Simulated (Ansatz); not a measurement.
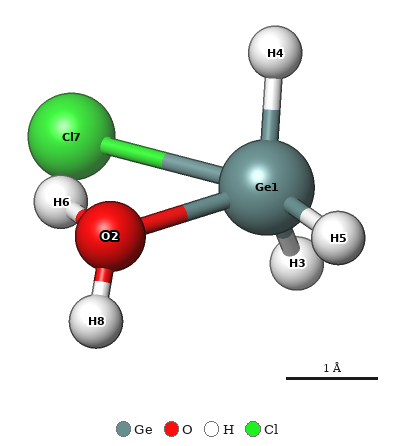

Fig. 1: The input geometry (ball-and-stick view, seen at a tilt; atoms are numbered from 1 in the order of the input). Sticks mark near contacts.

# GeH₅ClO: geometry relaxation

- system: GeH₅ClO
- method: RKS PBE0-D4/def2-SVP (Ansatz 0.2.0)

The input holds or restrains some coordinates. Forces given for the steps count only the free coordinates. Figures and captions count atoms from 1; the log counts them from 0 in places.

**The program's output**
```
Functional definition: PBE0
  name "PBE0"
  cite "Adamo & Barone, J. Chem. Phys. 110, 6158 (1999) doi:10.1063/1.478522"
  cite "Perdew, Burke & Ernzerhof, Phys. Rev. Lett. 77, 3865 (1996) doi:10.1103/PhysRevLett.77.3865"
  parent pbe
  parameter a = 0.25
  parameter kappa = 0.804
  parameter beta = 0.06672455060314922
  exchange = (1 - a)*pbe_x(kappa = kappa, mu = beta*pi^2/3) + a*exact_x
  correlation = pbe_c(beta = beta)
928 factors; integrals over basis functions are off by at most 3.1e-4 eV
mean field evaluation 1: about -71140.3896 eV, gradient 4.0e1 eV
mean field evaluation 2: about -71137.2453 eV, gradient 5.8e1 eV
mean field evaluation 4: about -71143.0697 eV, gradient 1.7e0 eV
mean field evaluation 8: about -71143.0844 eV, gradient 1.1e-1 eV
mean field -71143.08438380 eV, -2614.4601285902 hartree, gradient 1.7e-5 eV, S^2 0.000000; 0 other end points of the search recorded, 0 dependent functions left out
the calculation of the forces begins
reference -71143.08440705 eV, -2614.4601294446 hartree; 31, 31 occupied and 58, 58 virtual orbitals, 928 factors
relax step   1: F+E_penalty+E_count = -71143.20400924 eV  Δ(F+E_penalty+E_count) = +0.000e0 eV  max|allowed force component| = 5.219e-1 eV/Å  Δτ_max = 0.0000 Å  (25 SCF iters, accepted)
  distance Ge 0 - Cl 6 held at 2.695695 Å   reaction = -2.8940e-1 eV/Å
  distance O 1 - H 5 held at 1.096550 Å   reaction = +2.7823e-1 eV/Å
  distance Ge 0 - O 1 held at 1.999142 Å   reaction = +7.7303e-1 eV/Å
  distance H 5 - Cl 6 held at 1.685551 Å   reaction = +2.8611e-2 eV/Å
these checks for a lower state are left out or cut short: starts, cluster_reference, orbital_swaps, neighbouring_geometries, increment
928 factors; integrals over basis functions are off by at most 3.2e-4 eV
mean field evaluation 16: about -71143.0863 eV, gradient 3.6e0 eV
mean field -71143.12591460 eV, -2614.4616548189 hartree, gradient 1.1e-5 eV, S^2 0.000000; 0 other end points of the search recorded, 0 dependent functions left out
the calculation of the forces begins
reference -71143.12593797 eV, -2614.4616556776 hartree; 31, 31 occupied and 58, 58 virtual orbitals, 928 factors
relax step   2: F+E_penalty+E_count = -71143.24533845 eV  Δ(F+E_penalty+E_count) = -4.133e-2 eV  max|allowed force component| = 1.140e-1 eV/Å  Δτ_max = 0.0612 Å  (28 SCF iters, accepted)
  distance Ge 0 - Cl 6 held at 2.695695 Å   reaction = -2.7061e-1 eV/Å
  distance O 1 - H 5 held at 1.096550 Å   reaction = +1.7315e-1 eV/Å
  distance Ge 0 - O 1 held at 1.999142 Å   reaction = +4.6362e-1 eV/Å
  distance H 5 - Cl 6 held at 1.685551 Å   reaction = -1.7832e-2 eV/Å
these checks for a lower state are left out or cut short: starts, cluster_reference, orbital_swaps, neighbouring_geometries, increment
928 factors; integrals over basis functions are off by at most 3.3e-4 eV
mean field -71143.12867847 eV, -2614.4617563890 hartree, gradient 1.0e-5 eV, S^2 0.000000; 0 other end points of the search recorded, 0 dependent functions left out
the calculation of the forces begins
reference -71143.12870187 eV, -2614.4617572492 hartree; 31, 31 occupied and 58, 58 virtual orbitals, 928 factors
relax step   3: F+E_penalty+E_count = -71143.24799975 eV  Δ(F+E_penalty+E_count) = -2.661e-3 eV  max|allowed force component| = 5.396e-2 eV/Å  Δτ_max = 0.0340 Å  (28 SCF iters, accepted)
  distance Ge 0 - Cl 6 held at 2.695695 Å   reaction = -2.6283e-1 eV/Å
  distance O 1 - H 5 held at 1.096550 Å   reaction = +2.1543e-1 eV/Å
  distance Ge 0 - O 1 held at 1.999142 Å   reaction = +3.9693e-1 eV/Å
  distance H 5 - Cl 6 held at 1.685551 Å   reaction = -2.5920e-2 eV/Å
these checks for a lower state are left out or cut short: starts, cluster_reference, orbital_swaps, neighbouring_geometries, increment
928 factors; integrals over basis functions are off by at most 3.3e-4 eV
mean field evaluation 32: about -71143.1291 eV, gradient 2.6e-4 eV
mean field -71143.12908655 eV, -2614.4617713858 hartree, gradient 1.3e-5 eV, S^2 0.000000; 0 other end points of the search recorded, 0 dependent functions left out
the calculation of the forces begins
reference -71143.12910996 eV, -2614.4617722462 hartree; 31, 31 occupied and 58, 58 virtual orbitals, 928 factors
relax step   4: F+E_penalty+E_count = -71143.24840550 eV  Δ(F+E_penalty+E_count) = -4.057e-4 eV  max|allowed force component| = 1.412e-2 eV/Å  Δτ_max = 0.0088 Å  (23 SCF iters, accepted)
```

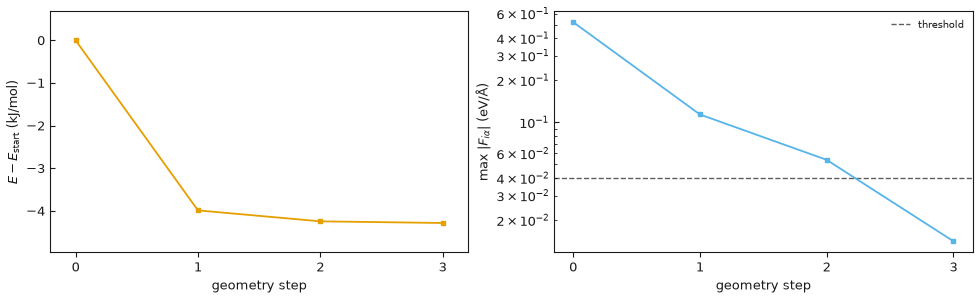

Fig. 2: Progress of the restrained relaxation, step by step (the first geometry is step 0 here and step 1 in the log).

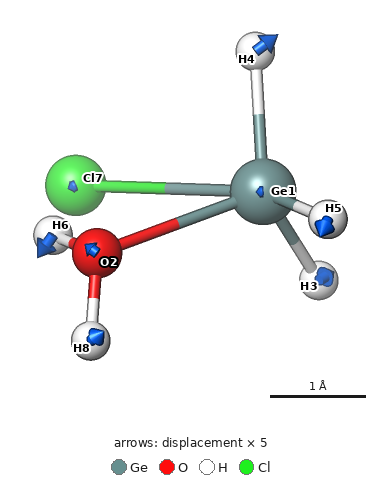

Fig. 3: The starting structure with the displacements as blue arrows, magnified 5 times (ball-and-stick view, seen at a tilt). The two geometries are laid on each other by the best rigid fit. The largest moves after the best rigid fit, 0.061 Å, are those of H4 and H6. Largest moves by element: H 0.061 Å, O 0.034 Å, Cl 0.019 Å, Ge 0.016 Å. Among the contacts that change: Ge1–H4 1.487 → 1.523 Å, Ge1–H3 1.494 → 1.527 Å, Ge1–H5 1.526 → 1.557 Å, O2–H8 0.962 → 0.968 Å. Among the angles that change: Ge1–O2–H8 118.2° → 114.8°, H3–Ge1–H4 124.6° → 121.6°, O2–Ge1–H3 112.6° → 115.0°. Over 3 geometry steps the energy falls by 4.28 kJ/mol. The largest force component goes from 0.52 to 0.014 eV/Å. (Atoms are counted from 1 in the order of the input.)

```
  distance Ge 0 - Cl 6 held at 2.695695 Å   reaction = -2.6352e-1 eV/Å
  distance O 1 - H 5 held at 1.096550 Å   reaction = +1.9578e-1 eV/Å
  distance Ge 0 - O 1 held at 1.999142 Å   reaction = +4.0833e-1 eV/Å
  distance H 5 - Cl 6 held at 1.685551 Å   reaction = -2.0170e-2 eV/Å
928 factors; integrals over basis functions are off by at most 3.3e-4 eV
mean field -71143.12908655 eV, -2614.4617713858 hartree, gradient 1.3e-5 eV, S^2 0.000000; 1 other end points of the search recorded, 0 dependent functions left out
the calculation of the forces begins
reference -71143.12910996 eV, -2614.4617722462 hartree; 31, 31 occupied and 58, 58 virtual orbitals, 928 factors
Total energy: -71143.24842891 eV, -2614.4661571368 hartree
Atom 0 at    -0.406188    -0.723707     0.212111 Å, force     0.022377     0.287440     0.263021 eV/Å
Atom 1 at     0.470675     1.049304     0.502130 Å, force    -0.103853    -0.366923    -0.239625 eV/Å
Atom 2 at    -1.458231    -0.749691    -0.894798 Å, force     0.005726     0.001903     0.001741 eV/Å
Atom 3 at     0.616548    -1.841438     0.366118 Å, force    -0.001166     0.008242    -0.000982 eV/Å
Atom 4 at    -1.171717    -0.575755     1.560078 Å, force     0.005309     0.005354    -0.006297 eV/Å
Atom 5 at     0.930445     1.011911    -0.492674 Å, force    -0.080190     0.017152     0.196479 eV/Å
Atom 6 at     1.159548     0.034912    -1.846952 Å, force     0.150990     0.060952    -0.216217 eV/Å
Atom 7 at    -0.140979     1.794464     0.593989 Å, force     0.000807    -0.014121     0.001879 eV/Å
Dipole moment:    -0.542071     0.249390     0.612449 e Å
```

**Trajectory as extended XYZ (Å, eV, eV/Å), 4 frames, from step=1 to step=4**
```
8
Properties=species:S:1:pos:R:3:forces:R:3 step=1 energy=-71143.20401
Ge   -0.4181   -0.7350    0.2131    0.1131   0.8407   0.3472
O     0.4374    1.0476    0.5081    0.2808  -0.7560  -0.2274
H    -1.4470   -0.7056   -0.8695   -0.4095  -0.0802  -0.4655
H     0.6284   -1.7823    0.3564    0.4312  -0.5219   0.0201
H    -1.1581   -0.6221    1.5427   -0.2776   0.0347   0.4630
H     0.9377    0.9586   -0.4636   -0.1117   0.2111   0.0900
Cl    1.1516    0.0172   -1.8453    0.2133   0.1065  -0.1923
H    -0.1318    1.8216    0.5581   -0.2395   0.1651  -0.0352
8
Properties=species:S:1:pos:R:3:forces:R:3 step=2 energy=-71143.24534
Ge   -0.4142   -0.7250    0.2158    0.0993   0.3872   0.2701
O     0.4674    1.0467    0.4995   -0.1434  -0.3343  -0.2247
H    -1.4551   -0.7361   -0.8927   -0.0786  -0.0168  -0.0734
H     0.6267   -1.8168    0.3624    0.0522  -0.1140   0.0164
H    -1.1795   -0.5998    1.5602   -0.0280   0.0478   0.0646
H     0.9231    1.0078   -0.4971   -0.0472  -0.0304   0.1926
Cl    1.1606    0.0193   -1.8416    0.1688   0.0989  -0.2632
H    -0.1290    1.8039    0.5934   -0.0231  -0.0385   0.0175
8
Properties=species:S:1:pos:R:3:forces:R:3 step=3 energy=-71143.24800
Ge   -0.4047   -0.7279    0.2107   -0.0014   0.3285   0.2724
O     0.4675    1.0472    0.5022   -0.0809  -0.3173  -0.2560
H    -1.4580   -0.7484   -0.8963    0.0167  -0.0139   0.0150
H     0.6166   -1.8479    0.3677   -0.0132   0.0225  -0.0077
H    -1.1678   -0.5679    1.5600    0.0046  -0.0284  -0.0230
H     0.9303    1.0126   -0.4913   -0.0944   0.0173   0.2141
Cl    1.1590    0.0379   -1.8472    0.1536   0.0454  -0.2168
H    -0.1427    1.7944    0.5941    0.0149  -0.0540   0.0020
8
Properties=species:S:1:pos:R:3:forces:R:3 step=4 energy=-71143.24841
Ge   -0.4062   -0.7237    0.2121    0.0224   0.2874   0.2630
O     0.4707    1.0493    0.5021   -0.1039  -0.3669  -0.2396
H    -1.4582   -0.7497   -0.8948    0.0057   0.0019   0.0017
H     0.6165   -1.8414    0.3661   -0.0012   0.0082  -0.0010
H    -1.1717   -0.5758    1.5601    0.0053   0.0054  -0.0063
H     0.9304    1.0119   -0.4927   -0.0802   0.0172   0.1965
Cl    1.1595    0.0349   -1.8470    0.1510   0.0610  -0.2162
H    -0.1410    1.7945    0.5940    0.0008  -0.0141   0.0019
```

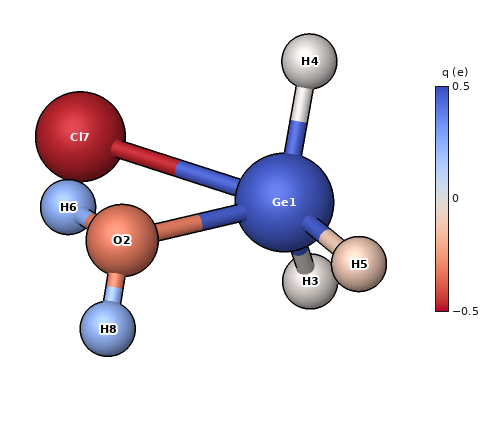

Fig. 4: Mulliken charges, as the colour of each atom (ball-and-stick view, seen at a tilt; atoms are numbered from 1 in the order of the input). By element: Ge +0.46, O −0.31, H −0.10 to +0.23 and Cl −0.47 e.

The run was set up as follows.

**Input file**
```yaml
crystal:
  periodic: [false, false, false]
  atoms:
    - {symbol: Ge, position_ang: [-0.418100, -0.735000, 0.213100]}
    - {symbol: O, position_ang: [0.437400, 1.047600, 0.508100]}
    - {symbol: H, position_ang: [-1.447000, -0.705600, -0.869500]}
    - {symbol: H, position_ang: [0.628400, -1.782300, 0.356400]}
    - {symbol: H, position_ang: [-1.158100, -0.622100, 1.542700]}
    - {symbol: H, position_ang: [0.937700, 0.958600, -0.463600]}
    - {symbol: Cl, position_ang: [1.151600, 0.017200, -1.845300]}
    - {symbol: H, position_ang: [-0.131800, 1.821600, 0.558100]}
basis:
  gaussian: {orbitals: def2-SVP}
hamiltonian: {xc: pbe0, dispersion: d4}
relax: {f_tol: 0.04, max_steps: 150, escape_saddle: false, constraints: [{distance: [0, 6]}, {distance: [1, 5]}, {distance: [0, 1]}, {distance: [5, 6]}]}
```

Launch command:
```bash
ansatz run in.yaml --threads 4 --pin off --events-out ev --progress --plain --max-ram 9574MiB
```

**Summary**

| quantity | value |
| --- | --- |
| outcome | converged under the restraints of the input |
| total energy | −71143.2484 eV |
| mean-field energy | −71143.1291 eV |
| dispersion energy | −0.1193 eV |
| SCF solution under orbital rotations | stable |
| largest force (length of the vector) at the end, held atoms and coordinates included | 0.450 eV/Å |
| dipole moment | 4.11 D |
| hardware | 4 threads of Arm Neoverse V1, 23 GiB of memory available, shared host |
| wall time | 6 s (CPU time 21 s) |
| peak memory | 0.19 GiB |
